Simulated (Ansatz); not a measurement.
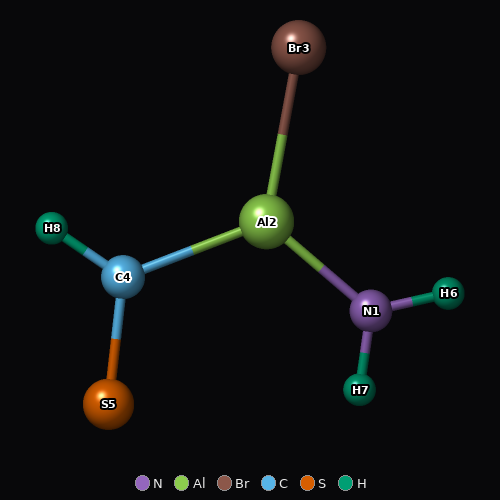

The system is CH3AlBrNS, SMILES [NH2][Al]([Br])[CH]=S; the picture shows the reference structure. 
- Coordinates scanned: (1) umbrella angle at N1 (between each of its bonds and their common axis; 90 is planar); (2) change of the bonds N1–Al2, N1–H6, N1–H7, all alike.
- Nothing is relaxed (all other coordinates rigid).
- The grid has 13 × 13 points; 167 points were computed and 2 follow by symmetry.
- Points are written as (first, second).
- Energies are in eV, from the lowest grid point.
- Computed with RKS r2SCAN-D4/def2-SVP in Ansatz.

Its coordinates:

```xyz
8

N    -0.3995    0.6871    1.3670
Al    0.5088   -0.2846    0.2161
Br    2.3874   -1.3586    0.8741
C    -0.1500   -0.4059   -1.6333
S    -1.5156    0.4136   -2.0045
H    -0.1772    0.8370    2.3456
H    -1.2475    1.1844    1.1088
H     0.3386   -0.9888   -2.4377
```

Range: umbrella angle at N1 (between each of its bonds and their common axis; 90 is planar) from 66 to 114°; change of the bonds N1–Al2, N1–H6, N1–H7, all alike from −0.139 to 0.215 Å.

**What landscape does the calculation give?**

The lowest grid point is at (90°, 0.008 Å). It is the only kind of minimum in the scanned range. The highest grid point, (66°, −0.139 Å), lies 2.19 eV above the lowest. Round the minimum the two coordinates are nearly uncoupled.

| second ↓, first → | 66 | 70 | 74 | 78 | 82 | 86 | 90 | 94 | 98 | 102 | 106 | 110 | 114 |
| --- | --- | --- | --- | --- | --- | --- | --- | --- | --- | --- | --- | --- | --- |
| 0.215 | 1.74 | 1.74 | 1.75 | 1.78 | 1.81 | 1.82 | 1.83 | 1.82 | 1.81 | 1.78 | 1.75 | 1.74 | 1.74 |
| 0.185 | 1.40 | 1.38 | 1.38 | 1.40 | 1.41 | 1.42 | 1.43 | 1.42 | 1.41 | 1.40 | 1.38 | 1.38 | 1.40 |
| 0.156 | 1.10 | 1.07 | 1.05 | 1.05 | 1.06 | 1.07 | 1.07 | 1.07 | 1.06 | 1.05 | 1.05 | 1.07 | 1.10 |
| 0.126 | 0.84 | 0.78 | 0.75 | 0.74 | 0.73 | 0.74 | 0.74 | 0.74 | 0.73 | 0.74 | 0.75 | 0.78 | 0.83 |
| 0.097 | 0.62 | 0.55 | 0.50 | 0.48 | 0.47 | 0.46 | 0.46 | 0.46 | 0.47 | 0.48 | 0.50 | 0.55 | 0.62 |
| 0.067 | 0.46 | 0.36 | 0.30 | 0.27 | 0.24 | 0.23 | 0.23 | 0.23 | 0.24 | 0.27 | 0.30 | 0.36 | 0.45 |
| 0.038 | 0.36 | 0.25 | 0.18 | 0.13 | 0.10 | 0.08 | 0.08 | 0.08 | 0.10 | 0.13 | 0.18 | 0.25 | 0.36 |
| 0.008 | 0.35 | 0.22 | 0.13 | 0.07 | 0.03 | 0.01 | 0.00 | 0.01 | 0.03 | 0.07 | 0.13 | 0.22 | 0.35 |
| −0.021 | 0.44 | 0.29 | 0.18 | 0.11 | 0.06 | 0.03 | 0.02 | 0.03 | 0.06 | 0.11 | 0.18 | 0.29 | 0.43 |
| −0.051 | 0.64 | 0.48 | 0.36 | 0.27 | 0.21 | 0.18 | 0.17 | 0.18 | 0.21 | 0.27 | 0.36 | 0.48 | 0.64 |
| −0.080 | 0.98 | 0.80 | 0.66 | 0.56 | 0.50 | 0.46 | 0.44 | 0.46 | 0.49 | 0.56 | 0.66 | 0.80 | 0.98 |
| −0.109 | 1.47 | 1.28 | 1.12 | 1.01 | 0.94 | 0.89 | 0.88 | 0.89 | 0.94 | 1.01 | 1.12 | 1.28 | 1.47 |
| −0.139 | 2.19 | 1.97 | 1.80 | 1.68 | 1.60 | 1.55 | 1.53 | 1.55 | 1.60 | 1.68 | 1.80 | 1.97 | 2.19 |

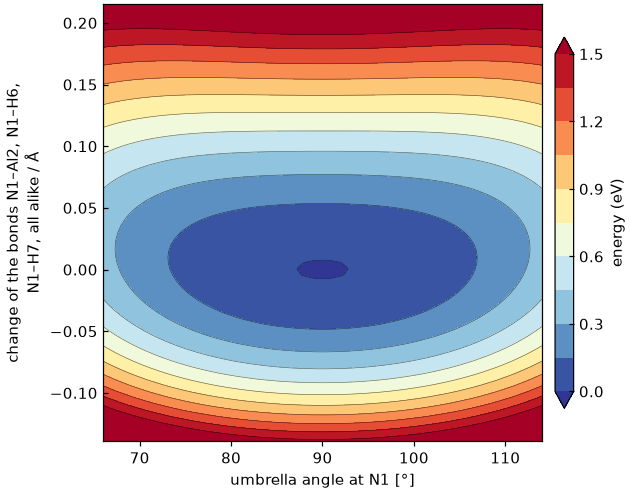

In the figure: filled contours, one colour for all values above the top of the scale. Between grid points the surface is interpolated.

Time for the 167 points that were run: 29 min on 1 thread of Arm Neoverse V2, with other jobs on the host.
